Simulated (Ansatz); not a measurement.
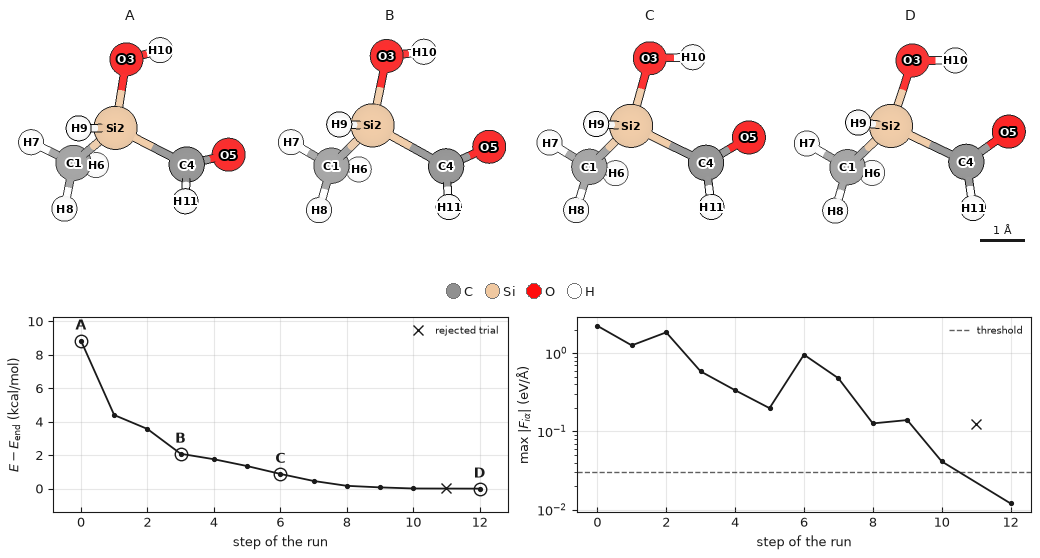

Frames of a relaxation of C₂H₆O₂Si (coarse preliminary run), marked on the history of the run. Style: ball-and-stick. Shown at a tilt.

The start comes from a force field.

The calculation used RKS PBE-D4/def2-SVP in Ansatz.

The input:
```yaml
crystal:
  periodic: [false, false, false]
  atoms:
    - {symbol: C, position_ang: [-0.661100, 1.161900, 0.591500]}
    - {symbol: Si, position_ang: [0.237300, -0.387900, 0.402800]}
    - {symbol: O, position_ang: [1.856400, -0.114600, 0.476900]}
    - {symbol: C, position_ang: [-0.179400, -1.247300, -1.199400]}
    - {symbol: O, position_ang: [0.354200, -0.976900, -2.236300]}
    - {symbol: H, position_ang: [-0.476300, 1.909800, -0.240400]}
    - {symbol: H, position_ang: [-0.435300, 1.708200, 1.525200]}
    - {symbol: H, position_ang: [-1.749300, 1.038100, 0.562400]}
    - {symbol: H, position_ang: [-0.113400, -1.233400, 1.597900]}
    - {symbol: H, position_ang: [2.311800, 0.078900, -0.341600]}
    - {symbol: H, position_ang: [-1.079400, -1.993900, -1.118300]}
basis:
  gaussian: {orbitals: def2-SVP}
hamiltonian: {xc: pbe, dispersion: d4}
relax: {f_tol: 0.03, max_steps: 200}
```

Command:
```bash
ansatz run in.yaml --threads 4 --pin off --events-out ev --progress --plain --max-ram 10444MiB
```

> Describe the path.

O5 moves most after the best rigid fit: 0.66 Å. By element the largest moves are O 0.66 Å, H 0.54 Å, C 0.18 Å, Si 0.13 Å. Some distances before and after: Si2–C4 1.865 → 1.947 Å, C1–Si2 1.801 → 1.878 Å, C4–H11 1.172 → 1.135 Å, Si2–O3 1.644 → 1.677 Å. Bond angles that change, for instance: Si2–O3–H10 117.7° → 106.5°, Si2–C4–H11 113.9° → 124.6°, O3–Si2–C4 109.6° → 99.7°. Groups turn about Si2–O3 by about 35°, Si2–C4 by about 35°. Over 11 accepted moves (12 points after the start) the energy falls by 8.85 kcal/mol. Largest force component: 2.2 eV/Å at the start, 0.012 eV/Å at the end. The line search rejected the trial step at point 11 of the run. From step 0 to 3: H11 moves most (0.25 Å), energy −6.77 kcal/mol. From step 3 to 6: H10 moves most (0.31 Å), energy −1.21 kcal/mol. From step 6 to 12: O5 moves most (0.25 Å), energy −0.88 kcal/mol.

```csv
step,"E − E(0), kcal/mol","largest force component, eV/Å",note
0,0.00,2.2353,
1,-4.45,1.2569,
2,-5.28,1.8437,
3,-6.77,0.5850,
4,-7.09,0.3363,
5,-7.50,0.1985,
6,-7.97,0.9562,
7,-8.39,0.4778,
8,-8.68,0.1267,
9,-8.78,0.1397,
10,-8.84,0.0414,
11,-8.79,0.1250,rejected
12,-8.85,0.0120,
```
